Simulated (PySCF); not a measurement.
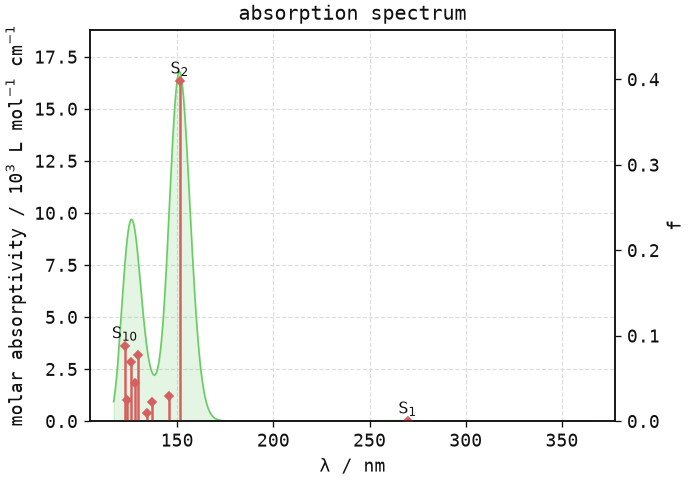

Vertical TDHF excitations, HF/def2-SVPD, PySCF 2.14.0, at a PBE0-D3(BJ)/def2-SVP geometry (no frequency check), gas phase. The lowest 10 singlet states are shown; each is broadened by a Gaussian of 1/e half-width 0.40 eV. Sticks give oscillator strengths (right axis).

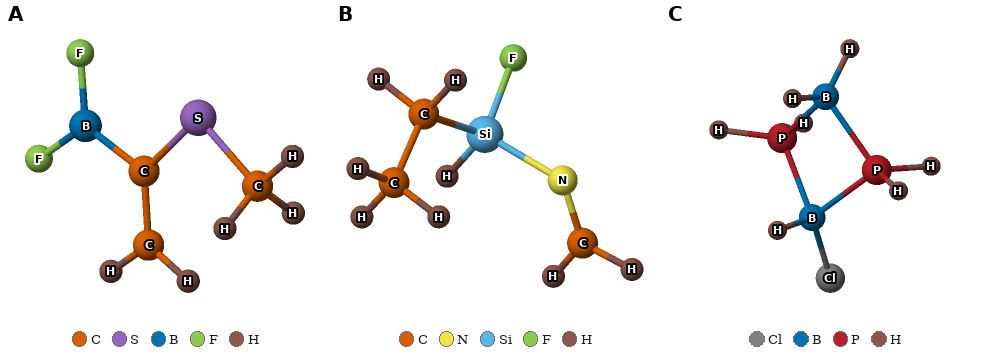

**Whose absorption spectrum is this? The candidates are drawn in the second picture.**

Structure B, C₃H₈FNSi, SMILES C=N[Si@H](F)CC. Its lowest singlet lies at 4.59 eV (f = 0.000) and the brightest of those computed is S2 at 8.19 eV (151 nm), f = 0.398, mainly HOMO−2 → LUMO+1 (50 %).

Note: one conformer of a flexible molecule; core orbitals are frozen in the response.
